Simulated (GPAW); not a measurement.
# Screening of a field by 2H-TaSeTe monolayer, part 2 of 2

How does 2H-TaSeTe monolayer screen a perpendicular field?

GPAW 26.7.0; GPAW, PAW setups; layer in a repeated cell with vacuum, relaxation of atoms and in-plane cell (the session's first sound run).

So far. Step 8 (Field on): The dipole is now 0.0216 e Å, against -0.015 in the run without a field. Step 9 (In a field): The dipole is now 0.0580 e Å, against -0.015 in the run without a field.

## Step 10: Field on

Level of this step: GPAW, PAW setups; slab in vacuum (GPAW).

The input, run.py:

```python
import json
import numpy as np
from ase import Atoms
from gpaw import GPAW, PW
from gpaw.external import ConstantElectricField

slab = Atoms(
    ['Te', 'Ta', 'Se'],
    positions=[
        [-0.00000, 2.07135, 9.00000],
        [-0.00000, 0.00000, 10.90486],
        [-0.00000, 2.07135, 12.49525]],
    cell=[[3.58768, 0.0, 0.0], [-1.79384, 3.10702, 0.0], [0.0, 0.0, 21.4952]],
    pbc=[True, True, False])

slab.calc = GPAW(mode=PW(400), xc='PBE', kpts={'size': (9, 9, 1), 'gamma': True},
                 occupations={'name': 'fermi-dirac', 'width': 0.05}, nbands='160%',
                 convergence={'density': 1e-05}, maxiter=200,
                 poissonsolver={'dipolelayer': 'xy'},
                 external=ConstantElectricField(0.3, [0, 0, 1]),
                 symmetry={'tolerance': 1e-3}, txt='slab.txt')
result = {}
energy = slab.get_potential_energy()
fermi = slab.calc.get_fermi_level()
v = slab.calc.get_electrostatic_potential().mean((0, 1)) - fermi
n = slab.calc.get_pseudo_density().mean((0, 1))
L = slab.cell[2, 2]
z = np.arange(len(v)) * L / len(v)
low, high = slab.positions[:, 2].min(), slab.positions[:, 2].max()
below, above = np.interp([low - 6.8, high + 6.8], z, v)
slopes = [np.interp(x, z, np.gradient(v, z)) for x in (low - 6.8, high + 6.8)]
eps = np.array([[slab.calc.get_eigenvalues(k, s) for k in range(len(slab.calc.get_ibz_k_points()))]
                for s in range(slab.calc.get_number_of_spins())]) - fermi
top, bottom = eps[eps < 0].max(), eps[eps > 0].min()
dipole = slab.get_dipole_moment()[2]
print(f'energy {energy:.4f} eV, Fermi level {fermi:.4f} eV, dipole {dipole:.5f} e A')
print(f'potential 6.8 A off the faces, from the Fermi level: lower {below:.4f} eV, upper {above:.4f} eV')
print(f'slope of the potential there: lower {slopes[0]:.5f}, upper {slopes[1]:.5f} eV/A')
print(f'nearest levels on the mesh: {top:.4f} and {bottom:.4f} eV')
print('magnetic moment', round(slab.get_magnetic_moment(), 3))
result.update(energy=energy, fermi=fermi, dipole=dipole, below=below, above=above, slopes=slopes, edges=[top, bottom],
              z=z.tolist(), v=v.tolist(), n=n.tolist(), positions=slab.positions.tolist(),
              forces=slab.get_forces(apply_constraint=False).tolist(), moments=slab.get_magnetic_moments().tolist())
json.dump(result, open('result.json', 'w'))
```

Command:

```sh
OMP_NUM_THREADS=1 OPENBLAS_NUM_THREADS=1 python run.py
```

Log:

```text
energy -18.2378 eV, Fermi level -1.2435 eV, dipole 0.09447 e A
potential 6.8 A off the faces, from the Fermi level: lower 5.8462 eV, upper 4.3126 eV
slope of the potential there: lower 0.00004, upper -0.00004 eV/A
nearest levels on the mesh: -0.0051 and 0.0035 eV
magnetic moment 0.0
```

The job ended after 2 min (1 thread of Arm Neoverse V1, shared host; peak memory 0.29 GiB).

The electrostatic potential energy of an electron (without an applied field's), less the Fermi level, planar mean oscillates, so the rows of the table below give means over windows of 2 Å about each position, cut where the curve ends. Its maxima inside the range that stand out by 2 % of the span (Å: eV): 3.7: 5.85, 9.9: -3.44, 11.7: -5.90. Its minima: 9.0: -19.2, 10.9: -17.5, 12.5: -17.3.

Electrostatic potential energy of an electron (without an applied field's), less the Fermi level, planar mean against z; means over each step:

```tsv
z (Å)	electrostatic potential energy of an electron (without an applied field's), less the Fermi level, planar mean (eV)
0	5.70
2	5.85
4	5.85
6	5.80
8	-1.99
10	-10.6
12	-11.2
14	2.72
16	4.31
18	4.31
20	4.31
```

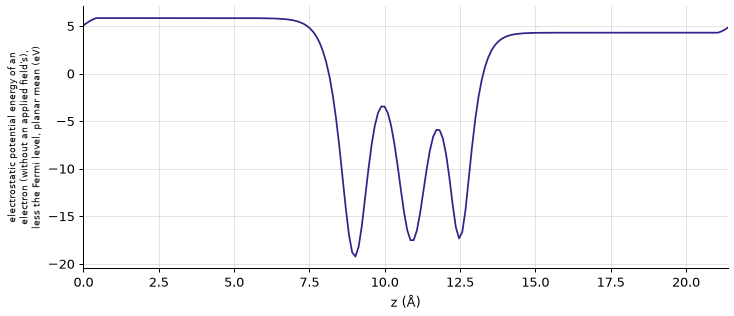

Electrostatic potential energy of an electron (without an applied field's), less the Fermi level, planar mean, plotted against z.

The dipole is now 0.0945 e Å, against -0.015 in the run without a field.

## Step 11: The series

The members are put on one axis.

This step: induced dipole against applied field (GPAW 26.7.0).

The dipole along the normal by field:

```tsv
field (V/Å)	dipole along the normal (e·Å)
-0.200	-0.0875
-0.100	-0.0511
-0.050	-0.0329
0.000	-0.0150
0.050	0.00343
0.100	0.0216
0.200	0.0580
0.300	0.0945
```

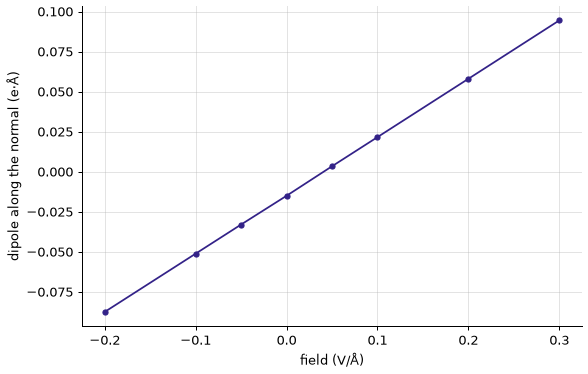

Dipole along the normal, plotted against field.

## Step 12: A changed run

One more run, with changed settings.

This step: GPAW, PAW setups; slab in vacuum (GPAW 26.7.0).

Edit run.py of step 10 so:

```diff
@@ -4,3 +4,2 @@
 from gpaw import GPAW, PW
-from gpaw.external import ConstantElectricField
 
@@ -17,5 +16,4 @@
                  occupations={'name': 'fermi-dirac', 'width': 0.05}, nbands='160%',
-                 convergence={'density': 1e-05}, maxiter=200,
+                 convergence={'density': 1e-05}, maxiter=50,
                  poissonsolver={'dipolelayer': 'xy'},
-                 external=ConstantElectricField(0.3, [0, 0, 1]),
                  symmetry={'tolerance': 1e-3}, txt='slab.txt')
@@ -29,4 +27,4 @@
 low, high = slab.positions[:, 2].min(), slab.positions[:, 2].max()
-below, above = np.interp([low - 6.8, high + 6.8], z, v)
-slopes = [np.interp(x, z, np.gradient(v, z)) for x in (low - 6.8, high + 6.8)]
+below, above = np.interp([low - 1.0, high + 1.0], z, v)
+slopes = [np.interp(x, z, np.gradient(v, z)) for x in (low - 1.0, high + 1.0)]
 eps = np.array([[slab.calc.get_eigenvalues(k, s) for k in range(len(slab.calc.get_ibz_k_points()))]
@@ -36,3 +34,3 @@
 print(f'energy {energy:.4f} eV, Fermi level {fermi:.4f} eV, dipole {dipole:.5f} e A')
-print(f'potential 6.8 A off the faces, from the Fermi level: lower {below:.4f} eV, upper {above:.4f} eV')
+print(f'potential 1.0 A off the faces, from the Fermi level: lower {below:.4f} eV, upper {above:.4f} eV')
 print(f'slope of the potential there: lower {slopes[0]:.5f}, upper {slopes[1]:.5f} eV/A')
```

Log:

```text
energy -18.2258 eV, Fermi level -1.2180 eV, dipole -0.01500 e A
potential 1.0 A off the faces, from the Fermi level: lower 1.0694 eV, upper 2.8614 eV
slope of the potential there: lower -10.52386, upper 7.01589 eV/A
nearest levels on the mesh: -0.0015 and 0.0050 eV
magnetic moment 0.0
```

The job ended after 32 s (1 thread; peak memory 0.2 GiB).

The run finished. A setting was moved off its sound value on purpose, so it serves as a test and not as the result.

The fault put into the input: the potential probed 1 A off the face (probe = 1.0).

## Step 13: What came out

```json
{"work function, upper and lower face": "5.160 and 4.921 eV", "dipole along the normal": "-0.0150 e Å", "induced dipole per field": "0.364 e Å per V/Å", "out-of-plane polarisability per area, α/(ε0 A)": "5.91 Å"}
```

**Reading.** The field induces 0.364 e Å per V/Å, a polarisable thickness α/(ε0 A) of 5.91 Å beside 3.50 Å between the outermost nuclei. A perfect conductor would give the distance between its two image planes; a dielectric of thickness t gives t(1 - 1/ε). The two faces differ by 0.24 eV, the step that the slab's dipole makes (e p/(ε0 A) gives 0.24 eV), so the dipole layer is needed. The induced dipole is linear in the field over this range. The starting lattice was a guess from atomic radii; the relaxation moved it by -4 %. The relaxation of atoms and cell ran in a fully periodic cell without the dipole layer, so the atoms of this polar layer felt a small spurious field. The cell holds an odd number of electrons, so without spin polarisation it must come out metallic and without a moment, whatever its true state. The layer's cell and atoms come from the relaxation; spin-orbit coupling and temperature are left out.

[Logs are printed without paths, hosts, clocks, repeated set-up lines and the standing remarks that a program may print on its own settings, such as how far it seeks lower states.]

[Hosts, paths, dates, database ids (printed as entryN), source tags and the programs' standing remarks are cut or masked in the printed files.]
